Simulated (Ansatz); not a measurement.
**Effect of W on a S site (antisite), symmetric start on WS2**

The reference is a 12-atom supercell of WS2 in the 2H-MoS2 type structure (space group P6_3/mmc, No. 194; a = 3.115 Å, c = 11.773 Å; layered, stacked along the Cartesian z axis) at its relaxed geometry.

The change: a neutral W on a S site (antisite), symmetric start, atoms relaxed at fixed cell.

Method: Ansatz (a first-principles code) PBEsol-D3(BJ), scalar-relativistic without spin-orbit coupling, earlier PAW set. k-mesh 5×8×2 (Γ-centred); smearing 0.01 eV (Fermi–Dirac).

| quantity | base | changed | shift |
|---|---|---|---|
| pressure | 0.0 GPa | -3.0 GPa | -3.0 GPa |
| energy gained by relaxation | – | 1.90 eV | – |
| largest displacement of a host atom from its site in the perfect cell | – | 0.50 Å | – |
| shift of the substituted atom off its lattice site | – | 1.15 Å | – |

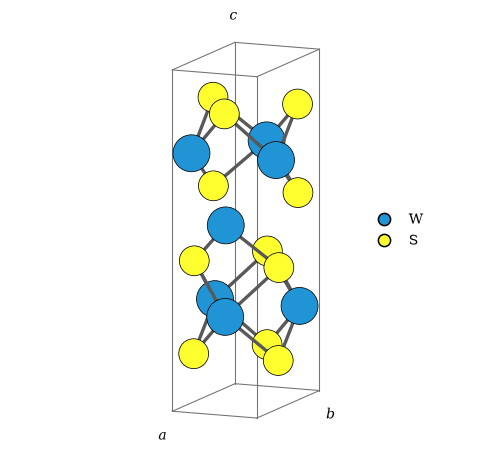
Figure: The relaxed cell after the change

The magnetic state is the one reached from the starting moments; the real material's order can differ, and small cells can't hold many antiferromagnetic ones. The cell is small, so the values are those of an ordered compound at a high defect concentration; dilute-limit values will differ. The mesh was chosen for an insulator and is coarse for the gapless case. The defect started on the symmetric site and kept its symmetry, so it may sit on a saddle. Seeded moments were not kept for W on a S site (antisite). The defect cell is spin-polarised and ends with 0.0 μB.
